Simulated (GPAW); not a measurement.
# Geometry relaxation of SnNH5 (part 1 of 5)

SnNH5 (Sn(NH2)H3), SMILES [H][Sn]([H])([H])[NH2], computed with WC/plane waves, scalar-relativistic datasets (GPAW 26.7.0).

The geometry comes from this level: GFN2-xTB.

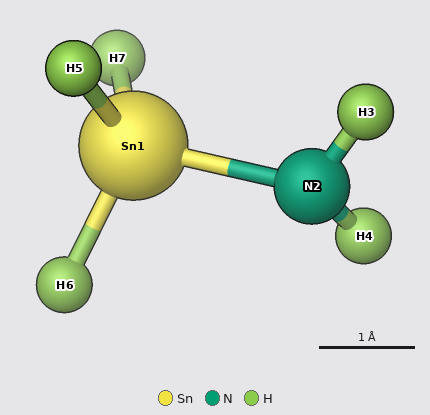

**Figure 1.** The structure as given in the input (ball-and-stick view, seen at a tilt; atoms are numbered from 1 in the order of the input). Sticks mark near contacts. Bond lengths as drawn: H–N 1.01 Å, H–Sn 1.65 to 1.68 Å and N–Sn 2.00 Å.

Input file (relax.py):
```python
from ase.io import read, write
from ase.optimize import BFGS
from gpaw import GPAW, PW, setup_paths
from gpaw.atom.configurations import parameters
from gpaw.atom.generator import Generator

# Set up the molecule
system = read('mol.sdf')
system.center(vacuum=4.5)

# PAW datasets for this functional
for symbol in ['H', 'N', 'Sn']:
    Generator(symbol, xcname='WC', scalarrel=True, nofiles=True, txt=None).run(**parameters[symbol])
setup_paths.insert(0, '.')

# Ground state
dft = GPAW(mode={'name': 'pw', 'ecut': 520},
           xc='WC',
           maxiter=150,
           symmetry='off',
           txt='-')
system.calc = dft

opt = BFGS(system, trajectory='mol.traj')
converged = opt.run(fmax=0.01, steps=60)
print('Converged:', converged)
print(f'Final energy: {system.get_potential_energy():.5f} eV')
print(f'r(H4-Sn0): {system.get_distance(4, 0):.4f} Ang')
print(f'r(N1-Sn0) = {system.get_distance(1, 0):.4f} Ang')
write('relaxed.xyz', system)
```

File mol.sdf:
```

     RDKit          3D

  7  6  0  0  0  0  0  0  0  0999 V2000
   -0.0029    0.0016   -0.7636 Sn  0  0  0  0  0  4  0  0  0  0  0  0
    0.1119    0.2249    1.2187 N   0  0  0  0  0  0  0  0  0  0  0  0
    0.6914   -0.4436    1.7066 H   0  0  0  0  0  0  0  0  0  0  0  0
   -0.7673    0.2709    1.7129 H   0  0  0  0  0  0  0  0  0  0  0  0
    1.5636   -0.0078   -1.2823 H   0  0  0  0  0  0  0  0  0  0  0  0
   -0.8132    1.3360   -1.2961 H   0  0  0  0  0  0  0  0  0  0  0  0
   -0.7835   -1.3819   -1.2961 H   0  0  0  0  0  0  0  0  0  0  0  0
  2  1  1  0
  3  2  1  0
  4  2  1  0
  5  1  1  0
  6  1  1  0
  7  1  1  0
M  END
$$$$
```

Launch command:
```bash
python relax.py > relax.log
```

Log:
```
__  _  _
 | _ |_)|_||  |
 |__||  | ||/\| - 26.7.0

units:  Angstrom and eV
cores:  1
OpenMP: False

Versions:
  Python: 3.12.14
  ASE:    3.29.0
  Numpy:  2.5.5
  Scipy:  1.18.1
  Libxc:  7.0.0

        _gpaw.cpython-312-x86_64-linux-gnu.so

Input parameters:
  mode=PW(ecut=520),
  maxiter=150,
  symmetry=Symmetry(point_group=False, time_reversal=False),
  xc=XC(name='WC')

Diagonalizing LCAO Hamiltonian
Converting LCAO to pw mode
        .---------------------------.
       /|                           |
      / |                           |
     /  |                           |
    /   |                           |
   /    |                           |
  /     |                           |
 *      |                           |
 |      |                           |
 |      |       H  H                |
 |      |         N                 |
 |      |                           |
 |      |       H Sn                |
 |      |            H              |
 |      |      H                    |
 |      .---------------------------.
 |     /                           /
 |    /                           /
 |   /                           /
 |  /                           /
 | /                           /
 |/                           /
 *---------------------------*

Atoms  # Å, Bohr magnetons
|   | symbol |        x |        y |        z |    initial magnetic moments |
|---|--------|----------|----------|----------|-----------------------------|
| 0 |     Sn | 5.310300 | 5.883500 | 5.032500 | ( 0.0000,  0.0000,  0.0000) |
| 1 |      N | 5.425100 | 6.106800 | 7.014800 | ( 0.0000,  0.0000,  0.0000) |
| 2 |      H | 6.004600 | 5.438300 | 7.502700 | ( 0.0000,  0.0000,  0.0000) |
| 3 |      H | 4.545900 | 6.152800 | 7.509000 | ( 0.0000,  0.0000,  0.0000) |
| 4 |      H | 6.876800 | 5.874100 | 4.513800 | ( 0.0000,  0.0000,  0.0000) |
| 5 |      H | 4.500000 | 7.217900 | 4.500000 | ( 0.0000,  0.0000,  0.0000) |
| 6 |      H | 4.529700 | 4.500000 | 4.500000 | ( 0.0000,  0.0000,  0.0000) |

Unit cell  # Å
| periodic |         x |         y |         z |   lengths |    angles |
|----------|-----------|-----------|-----------|-----------|-----------|
|       no | 11.376800 |  0.000000 |  0.000000 | 11.376800 | 90.000000 |
|       no |  0.000000 | 11.717900 |  0.000000 | 11.717900 | 90.000000 |
|       no |  0.000000 |  0.000000 | 12.009000 | 12.009000 | 90.000000 |

Number of symmetries: 1
Symmetry operations  # r_c * U_cc + t_c -> r_c
|   | kind |            matrix            |
|---|------|------------------------------|
| 0 |  E   |  1, 0, 0,  0, 1, 0,  0, 0, 1 |

BZ-sampling:
  Number of BZ points: 1
  Number of IBZ points: 1

  Monkhorst-Pack size: [1, 1, 1]
  Monkhorst-Pack shift: [0, 0, 0]

K-points  # in reciprocal-cell coordinates
|   |                                coordinates |     weight |
|---|--------------------------------------------|------------|
| 0 | (  0.00000000,   0.00000000,   0.00000000) | 1.00000000 |

Plane wave coefficients: 21557
Cutoff: 520.0 eV

Spin-components: 1 (collinear spins)
Bands:           18
Projectors:      26
Spin-degeneracy: 2
Datatype:        float64

  Storage: CPU
  Wave functions: 6_208_416 bytes (6_208_416 per core)
  Projectors: 10_347_360 bytes (10_347_360 per core)

Parallelization:
  kpt:    1
  domain: 1
  band:   1

Density:
  Valence electrons: 24.0
  Components: 1
  Grid points: [60 63 64]
  Charge: 0.0  # |e|

Potential:
  Grid points: [60 63 64]

species:
  Sn:
    name:    Tin
    Z:       50.0
    valence: 14
    core:    36
    charge:  0.0  # [|e|]
    file:    Sn.WC
    compensation charges:
      type: gauss
      rc: 0.38  # [Å]
      lmax: 2
    cutoffs:
      filter: 2.23  # [Å]
      core: 2.35  # [Å]
    projectors
    | kind |    occ | energy [eV] | rcut [Å] |
    |------|--------|-------------|----------|
    |   5s |  2.000 |     -10.598 |    1.201 |
    |   5p |  2.000 |      -3.707 |    1.270 |
    |   4d | 10.000 |     -25.774 |    1.185 |
    |    s |        |      16.614 |    1.201 |
    |    p |        |      23.504 |    1.270 |
    |    d |        |       1.438 |    1.185 |

    Using partial waves for Sn as LCAO basis

  N:
    name:    Nitrogen
    Z:       7.0
    valence: 5
    core:    2
    charge:  0.0  # [|e|]
    file:    N.WC
    compensation charges:
      type: gauss
      rc: 0.18  # [Å]
      lmax: 2
    cutoffs:
      filter: 1.11  # [Å]
      core: 0.96  # [Å]
    projectors
    | kind |    occ | energy [eV] | rcut [Å] |
    |------|--------|-------------|----------|
    |   2s |  2.000 |     -18.472 |    0.603 |
    |   2p |  3.000 |      -7.053 |    0.529 |
    |    s |        |       8.739 |    0.603 |
    |    p |        |      20.158 |    0.529 |
    |    d |        |       0.000 |    0.577 |

    Using partial waves for N as LCAO basis

  H:
    name:    Hydrogen
    Z:       1.0
    valence: 1
    core:    0
    charge:  0.0  # [|e|]
    file:    H.WC
    compensation charges:
      type: gauss
      rc: 0.15  # [Å]
      lmax: 2
    cutoffs:
      filter: 0.85  # [Å]
      core: 0.53  # [Å]
    projectors
    | kind |    occ | energy [eV] | rcut [Å] |
    |------|--------|-------------|----------|
    |   1s |  1.000 |      -6.369 |    0.476 |
    |    s |        |      20.842 |    0.476 |
    |    p |        |       0.000 |    0.476 |

    Using partial waves for H as LCAO basis

Reference energy: -169530.588401  # eV

eigensolver:
  PPCG
  Converge bands: occupied
  niter=2

density mixing:
  MSR1-Mixer
  Pratt-step length: 0.05
  Maximum mixing coefficient: 0.75
  Old densities: 10
  SVD Regularization: 0.005
  Good broyden scale: 1.0
  Trust region scale: 1.0
  Backstep threshold: 4.0
  History deletion threshold: 6.0
  Fourier metric: weight=20.0, sigma=0.015

occupation numbers:
  # Zero width

poisson solver:
  ecut: 4160.0  # eV

xc functional:
  name: WC with 2 nearest neighbor stencil

Initialization done in: 2.969 s

convergence criteria:
- Maximum [total energy] change in last 3 cyles: 0.0005 eV / valence electron
- Maximum integral of absolute [dens]ity change: 0.0001 electrons / valence electron
- Maximum integral of absolute [eigenst]ate change: 4e-08 eV^2 / valence electron
maximum number of iterations: 150

SCF iterations
|iter     |     time |      energy | eigst |  dens |
|---------|----------|-------------|-------|-------|
|iter:   1| 00:00:03 |  -32.280330 | +0.43 |       |
|iter:   2| 00:00:05 |  -31.558395 | -1.16 | -0.75 |
|iter:   3| 00:00:06 |  -28.908011 | -0.53 | -0.80 |
|iter:   4| 00:00:08 |  -28.853275 | -1.57 | -1.40 |
|iter:   5| 00:00:09 |  -28.837779 | -2.24 | -1.77 |
|iter:   6| 00:00:11 |  -28.839044 | -3.67 | -2.37 |
|iter:   7| 00:00:12 |  -28.839308c| -4.51 | -2.79 |
|iter:   8| 00:00:14 |  -28.839316c| -5.42 | -3.60 |
|iter:   9| 00:00:15 |  -28.839317c| -6.22 | -4.08c|
|iter:  10| 00:00:17 |  -28.839318c| -7.09 | -4.60c|
|iter:  11| 00:00:19 |  -28.839318c| -7.94c| -5.17c|

Converged in 11 steps
SCF loop duration: 15.689 s (1.426 s/step)
Energy contributions relative to reference atoms: (reference = -169530.588401)

Energy contributions:
  Kinetic:          35.213633
  Coulomb:         -36.596509
  Zero:             -0.115891
  External:          0.000000
  Xc:              -27.340551
  Entropy:           0.000000
  Spinorbit:         0.000000
  ----------------------------
  Free energy:     -28.839318
  Extrapolated:    -28.839318

dipole moment: (-0.084106, -0.171414, 0.053450)  # |e|*Ang

Fermi level: -3.130
Eigenvalues  # (at kpt = [0.000, 0.000, 0.000])
| band index |      eig [eV] | occ [0-2] |
|------------|---------------|-----------|
|          0 |       -25.334 |     2.000 |
|        ... |               |           |
|          4 |       -25.065 |     2.000 |
|          5 |       -20.123 |     2.000 |
|          6 |       -12.641 |     2.000 |
|          7 |       -11.167 |     2.000 |
|          8 |        -8.572 |     2.000 |
|          9 |        -7.617 |     2.000 |
|         10 |        -7.595 |     2.000 |
|         11 |        -5.490 |     2.000 |
|         12 |        -0.771 |     0.000 |
|         13 |        -0.305 |     0.000 |
|         14 |         0.338 |     0.000 |
|         15 |         0.410 |     0.000 |
|         16 |         0.703 |     0.000 |
|         17 |         0.864 |     0.000 |

Gap: 4.719 eV
Transition (v -> c):
  (s=0, k=0, n=11, [0.00, 0.00, 0.00]) -> (s=0, k=0, n=12, [0.00, 0.00, 0.00])
No difference between direct/indirect transitions
vacuum-level: 0.290  # V

Forces  # eV/Ang
|        x |        y |        z |
|----------|----------|----------|
| -0.09979 | -0.20584 |  0.06394 |  # Sn   0
|  0.25237 |  0.46683 |  0.30038 |  # N    1
|  0.29641 | -0.36108 |  0.15030 |  # H    2
| -0.49276 |  0.02177 |  0.17340 |  # H    3
|  0.84410 | -0.02025 | -0.26596 |  # H    4
| -0.46092 |  0.72058 | -0.28413 |  # H    5
| -0.31297 | -0.55376 | -0.14694 |  # H    6

Force computation time: 0.582  # s
      Step     Time          Energy          fmax
BFGS:    0 00:00:20      -28.839318        0.901339
        .---------------------------.
       /|                           |
      / |                           |
     /  |                           |
    /   |                           |
   /    |                           |
  /     |                           |
 *      |                           |
 |      |                           |
 |      |       H  H                |
 |      |         N                 |
 |      |                           |
 |      |       H Sn                |
 |      |            H              |
 |      |      H                    |
 |      .---------------------------.
 |     /                           /
 |    /                           /
 |   /                           /
 |  /                           /
 | /                           /
 |/                           /
 *---------------------------*

Atoms  # Å, Bohr magnetons
|   | symbol |        x |        y |        z |    initial magnetic moments |
|---|--------|----------|----------|----------|-----------------------------|
| 0 |     Sn | 5.308874 | 5.880559 | 5.033413 | ( 0.0000,  0.0000,  0.0000) |
| 1 |      N | 5.428705 | 6.113469 | 7.019091 | ( 0.0000,  0.0000,  0.0000) |
| 2 |      H | 6.008834 | 5.433142 | 7.504847 | ( 0.0000,  0.0000,  0.0000) |
| 3 |      H | 4.538861 | 6.153111 | 7.511477 | ( 0.0000,  0.0000,  0.0000) |
| 4 |      H | 6.888859 | 5.873811 | 4.510001 | ( 0.0000,  0.0000,  0.0000) |
| 5 |      H | 4.493415 | 7.228194 | 4.495941 | ( 0.0000,  0.0000,  0.0000) |
| 6 |      H | 4.525229 | 4.492089 | 4.497901 | ( 0.0000,  0.0000,  0.0000) |

Unit cell  # Å
| periodic |         x |         y |         z |   lengths |    angles |
|----------|-----------|-----------|-----------|-----------|-----------|
|       no | 11.376800 |  0.000000 |  0.000000 | 11.376800 | 90.000000 |
|       no |  0.000000 | 11.717900 |  0.000000 | 11.717900 | 90.000000 |
|       no |  0.000000 |  0.000000 | 12.009000 | 12.009000 | 90.000000 |

Initialization done in: 1.209 s

convergence criteria:
- Maximum [total energy] change in last 3 cyles: 0.0005 eV / valence electron
- Maximum integral of absolute [dens]ity change: 0.0001 electrons / valence electron
- Maximum integral of absolute [eigenst]ate change: 4e-08 eV^2 / valence electron
maximum number of iterations: 150

SCF iterations
|iter     |     time |      energy | eigst |  dens |
|---------|----------|-------------|-------|-------|
|iter:   1| 00:00:22 |  -28.882305 | -2.68 |       |
|iter:   2| 00:00:23 |  -28.881009 | -4.42 | -2.36 |
|iter:   3| 00:00:25 |  -28.876122c| -3.46 | -2.41 |
|iter:   4| 00:00:26 |  -28.875268c| -4.36 | -2.81 |
|iter:   5| 00:00:28 |  -28.875070c| -5.13 | -3.18 |
|iter:   6| 00:00:29 |  -28.875059c| -6.12 | -3.41 |
|iter:   7| 00:00:31 |  -28.875058c| -7.24 | -3.84 |
|iter:   8| 00:00:32 |  -28.875058c| -8.19c| -4.47c|

Converged in 8 steps
SCF loop duration: 10.883 s (1.360 s/step)
Energy contributions relative to reference atoms: (reference = -169530.588401)

Energy contributions:
  Kinetic:          33.271990
  Coulomb:         -35.104899
  Zero:             -0.114001
  External:          0.000000
  Xc:              -26.928147
  Entropy:           0.000000
  Spinorbit:         0.000000
  ----------------------------
  Free energy:     -28.875058
  Extrapolated:    -28.875058

dipole moment: (-0.088196, -0.179338, 0.055710)  # |e|*Ang

Fermi level: -3.156
Eigenvalues  # (at kpt = [0.000, 0.000, 0.000])
| band index |      eig [eV] | occ [0-2] |
|------------|---------------|-----------|
|          0 |       -25.340 |     2.000 |
|        ... |               |           |
|          4 |       -25.078 |     2.000 |
|          5 |       -20.080 |     2.000 |
|          6 |       -12.594 |     2.000 |
|          7 |       -11.129 |     2.000 |
|          8 |        -8.559 |     2.000 |
|          9 |        -7.599 |     2.000 |
|         10 |        -7.567 |     2.000 |
|         11 |        -5.516 |     2.000 |
|         12 |        -0.796 |     0.000 |
|         13 |        -0.335 |     0.000 |
|         14 |         0.310 |     0.000 |
|         15 |         0.383 |     0.000 |
|         16 |         0.691 |     0.000 |
|         17 |         0.852 |     0.000 |

Gap: 4.720 eV
Transition (v -> c):
  (s=0, k=0, n=11, [0.00, 0.00, 0.00]) -> (s=0, k=0, n=12, [0.00, 0.00, 0.00])
No difference between direct/indirect transitions
vacuum-level: 0.291  # V

Forces  # eV/Ang
|        x |        y |        z |
|----------|----------|----------|
| -0.03732 | -0.07932 | -0.03899 |  # Sn   0
|  0.13141 |  0.28287 |  0.50957 |  # N    1
|  0.09622 | -0.16049 |  0.02097 |  # H    2
| -0.17496 | -0.01481 |  0.02125 |  # H    3
|  0.62160 | -0.02075 | -0.19734 |  # H    4
| -0.34223 |  0.52193 | -0.21014 |  # H    5
| -0.26544 | -0.46982 | -0.11401 |  # H    6

Force computation time: 0.627  # s
BFGS:    1 00:00:33      -28.875058        0.658556
        .---------------------------.
       /|                           |
      / |                           |
     /  |                           |
    /   |                           |
   /    |                           |
  /     |                           |
 *      |                           |
 |      |                           |
 |      |       H  H                |
 |      |         N                 |
 |      |                           |
 |      |       H Sn                |
 |      |             H             |
 |      |      H                    |
 |      .---------------------------.
 |     /                           /
 |    /                           /
 |   /                           /
 |  /                           /
 | /                           /
 |/                           /
 *---------------------------*

Atoms  # Å, Bohr magnetons
|   | symbol |        x |        y |        z |    initial magnetic moments |
|---|--------|----------|----------|----------|-----------------------------|
| 0 |     Sn | 5.306230 | 5.874998 | 5.032207 | ( 0.0000,  0.0000,  0.0000) |
| 1 |      N | 5.437100 | 6.130831 | 7.045366 | ( 0.0000,  0.0000,  0.0000) |
| 2 |      H | 6.016014 | 5.422401 | 7.507205 | ( 0.0000,  0.0000,  0.0000) |
| 3 |      H | 4.526234 | 6.152630 | 7.514061 | ( 0.0000,  0.0000,  0.0000) |
| 4 |      H | 6.925330 | 5.872667 | 4.498440 | ( 0.0000,  0.0000,  0.0000) |
| 5 |      H | 4.473371 | 7.258927 | 4.483623 | ( 0.0000,  0.0000,  0.0000) |
| 6 |      H | 4.510094 | 4.465303 | 4.491284 | ( 0.0000,  0.0000,  0.0000) |

Unit cell  # Å
| periodic |         x |         y |         z |   lengths |    angles |
|----------|-----------|-----------|-----------|-----------|-----------|
|       no | 11.376800 |  0.000000 |  0.000000 | 11.376800 | 90.000000 |
|       no |  0.000000 | 11.717900 |  0.000000 | 11.717900 | 90.000000 |
|       no |  0.000000 |  0.000000 | 12.009000 | 12.009000 | 90.000000 |

Initialization done in: 1.219 s

convergence criteria:
- Maximum [total energy] change in last 3 cyles: 0.0005 eV / valence electron
- Maximum integral of absolute [dens]ity change: 0.0001 electrons / valence electron
- Maximum integral of absolute [eigenst]ate change: 4e-08 eV^2 / valence electron
maximum number of iterations: 150
```
